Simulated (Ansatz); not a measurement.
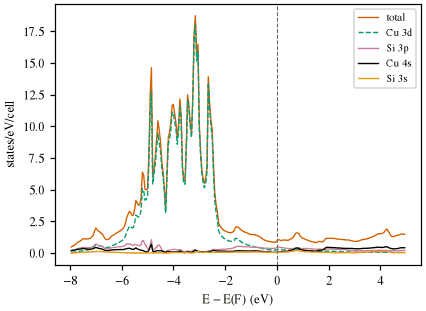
*Total and projected density of states of Cu₃Si in space group I4/mmm (No. 139; Si on 2a, Cu on 4d, Cu on 2b), DFT-PBEsol in the program Ansatz with PAW potentials*

**Question.** Which orbitals carry the states next to the Fermi level?

**Answer.** Within 0.5 eV of the Fermi level: Si 3p 41 %, Cu 3d 27 %, Cu 4s 11 %, Si 3s 8 %, outside the projected shells 13 %. Projections are on Löwdin-orthogonalised atomic valence shells; empty p or d shells of many metals are not among them.

**Question.** Where is the tallest occupied peak in this window, and what makes it?

**Answer.** Near -3.1 eV, about 19 states/eV per cell; the largest projected share is Cu 3d.

The first step of the workflow began from a Materials Project structure, measured or hypothetical; the Crystallography Open Database copy checked does not list it. Whether it is the stable phase at ambient conditions was not checked. Symmetry was held in the PBEsol relaxation; whether a distortion lowers the energy is not shown. The run is not spin-polarised.

Potentials: the later of the program's two PAW sets.
